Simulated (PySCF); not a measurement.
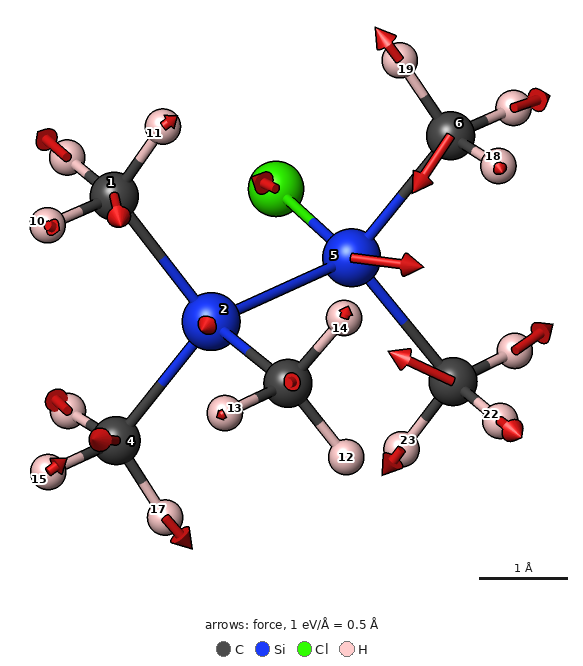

Starting geometry of C₅H₁₅ClSi₂ with the computed forces as red arrows. A ball-and-stick model, seen at a tilt.

The start comes from GFN2-xTB. Its atoms were then displaced at random by about 0.01 Å.

Method: PBE0-D3(BJ)/def2-SVP geometry optimisation, gas phase in PySCF. 

Is this structure relaxed? If not, where do the atoms go?

Answer. It isn't relaxed: the largest force vector, on a Si atom, is 1.82 eV/Å. The final displacements have little in common with the starting forces (cosine between the two patterns 0.16). The energy falls by 6.88 kcal/mol in 11 geometry steps. The largest move after the best rigid fit is that of the Cl atom, 0.32 Å. By element the largest moves are Cl 0.32 Å, H 0.23 Å, Si 0.11 Å, C 0.09 Å. Near-neighbour distances that change, for instance: Cl–Si 2.051 → 2.110 Å, C–Si 1.919 → 1.877 Å, C–H 1.061 → 1.101 Å, C–Si 1.909 → 1.889 Å. Among the angles between lasting bonds that change: Si–Si–Cl 112.3° → 103.5°, C–Si–C 107.0° → 110.7°, C–Si–Si 110.9° → 107.6°.
